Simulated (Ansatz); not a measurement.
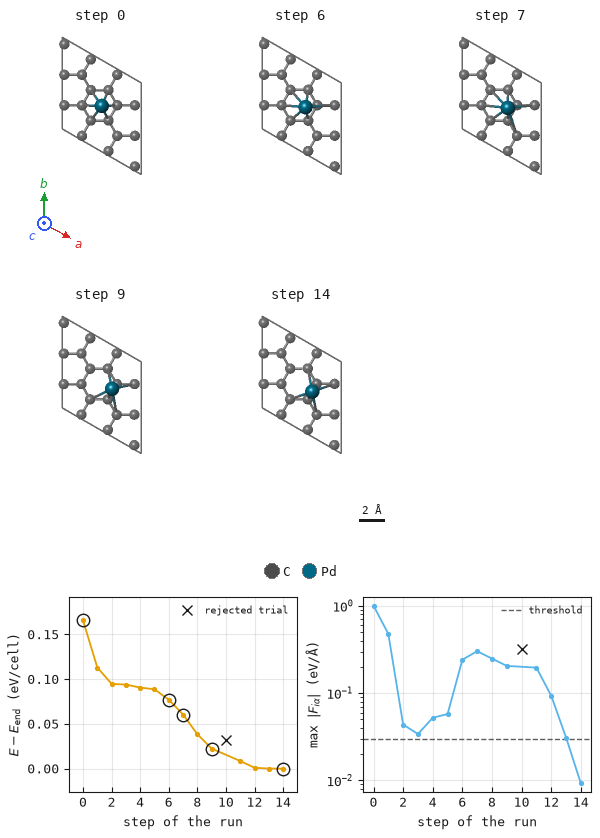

Frames of a relaxation of a slab of composition PdC18, marked on the history of the run. A ball-and-stick model of the cell of the calculation, outlined in the plane, without the vacuum (origin shifted), seen along the c axis.

It is Pd on graphene monolayer, set down by a guess. The run prepares an end point of a later path (adatom hop) calculation, from a guessed geometry.

Computed with DFT LDA, scalar-relativistic, plane waves, PAW in Ansatz 0.2.0. Set-up: plane-wave cutoff 420 eV; k-point mesh 2 × 2 × 1; occupations fermi dirac; smearing width 0.05 eV; no spin polarisation; atoms relaxed in a fixed cell; force threshold 0.03 eV/Å; at most 60 steps.

**What happens along the run?**

Over 13 accepted moves (14 points after the start) the energy falls by 0.166 eV per cell of the calculation. Largest force component: 1 eV/Å at the start, 0.0092 eV/Å at the end. The line search rejected the trial step at point 10 of the run. The atom that moves furthest relative to the layer's centre is the Pd atom (1.03 Å at 78° to the normal (+c side)). By element the largest moves are Pd 1.03 Å, C 0.09 Å. The cell doesn't change. Among the contacts that change: C–Pd 2.394 → 3.303 Å, C–Pd 2.420 → 3.303 Å, C–Pd 3.275 → 2.782 Å, C–Pd 2.291 → 2.781 Å. Among the angles between lasting bonds that change: C–C–Pd 74.7° → 102.5°, C–C–Pd 76.0° → 102.5°, C–C–Pd 125.4° → 102.6°. From step 0 to 6: the Pd atom moves most (0.33 Å), energy −88.6 meV per cell of the calculation. From step 6 to 7: the Pd atom moves most (0.20 Å), energy −16.5 meV per cell of the calculation. From step 7 to 9: the Pd atom moves most (0.39 Å), energy −38.1 meV per cell of the calculation. From step 9 to 14: the Pd atom moves most (0.22 Å), energy −22.4 meV per cell of the calculation.

```
step  E − E(0), meV/atom  largest force component, eV/Å      note
   0                0.00                         1.0068          
   1               -2.77                         0.4769          
   2               -3.73                         0.0437          
   3               -3.77                         0.0340          
   4               -3.95                         0.0523          
   5               -4.05                         0.0577          
   6               -4.66                         0.2420          
   7               -5.53                         0.3026          
   8               -6.70                         0.2487          
   9               -7.54                         0.2053          
  10               -7.04                         0.3229  rejected
  11               -8.27                         0.1962          
  12               -8.66                         0.0931          
  13               -8.71                         0.0310          
  14               -8.72                         0.0092
```

Limits of the set-up: the periodic images lie only 7.4 Å apart, so the values are limited by the cell's size.
